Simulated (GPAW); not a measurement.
# Polarising a 8-layer slab of Au(100) with a field along the normal

The dipole of the cell at several fields, atoms fixed. What does the strongest field give, and what length does the slope stand for?

How it was computed: GPAW 26.7.0, plane waves (400 eV), PAW setups, PBE, 11×11 mesh, a dipole layer in the vacuum; geometry relaxed without an applied field with GPAW. The cell's area is 8.32 Å², and e/ε0 = 180.95 V Å.

Results, with one row withheld:

| field (V/Å) | dipole (e Å) |
| --- | --- |
| −0.2 | −0.1646 |
| −0.1 | −0.0835 |
| −0.05 | −0.0429 |
| 0.05 | 0.0382 |
| 0.1 | 0.0788 |
| 0.2 | 0.1599 |
| 0.3 | ? |

To predict: What is the dipole at 0.3 V/Å?

Worked answer. A line through the 6 points has the slope α = 0.811 e Å per V/Å and the intercept p₀ = −0.0023 e Å (r.m.s. residual 1.5e−05). At 0.3 V/Å it gives p = −0.0023 + 0.811 × 0.3 = 0.2410 e Å; the run gives 0.2410 e Å, so the response stays linear to 0.0 % of the induced part. Dividing by ε0 and the area: α/(ε0 A) = 0.811 × 180.95 / 8.32 = 17.64 Å, against 14.76 Å between the outer nuclei. A metal screens fully, so the excess of 2.88 Å puts the image planes about 1.44 Å outside the outer atoms on average.

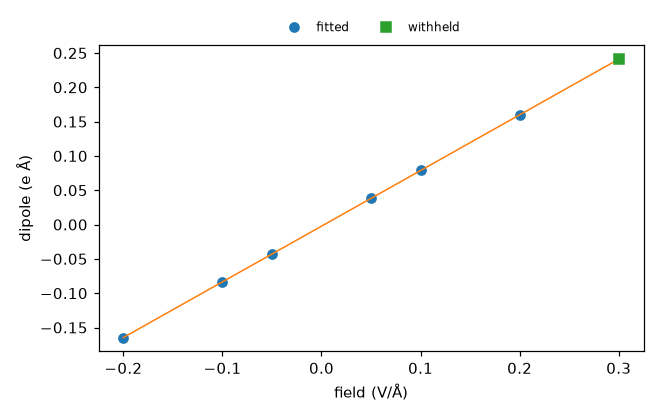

The line and the withheld run.

Caveats: This is the electronic response alone; ions that move would add to it in polar layers. No run was spin-polarised, so magnetic states weren't tested. Spin-orbit coupling is left out, which matters for the heavier atoms here.
